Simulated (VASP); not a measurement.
Band structure of BN (hex). Calculation: optB86b-vdW, VASP's PBE PAW potentials (set 64) (plane waves; VASP).

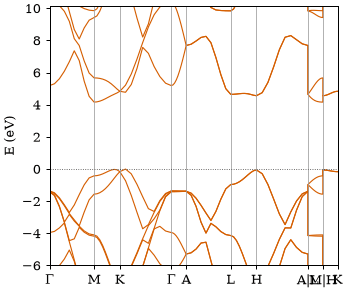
Figure. Bands along high-symmetry lines, zero at the valence-band maximum or, without a gap, the Fermi level

Q: Read the plot: is there a gap, and where are the band edges?

A: The gap is indirect, 4.17 eV, from the valence maximum at K-Γ at 0.11 to the conduction minimum at M. (Edges off the drawn lines would not show.)

The compound is BN in the hex structure. It was relaxed first.
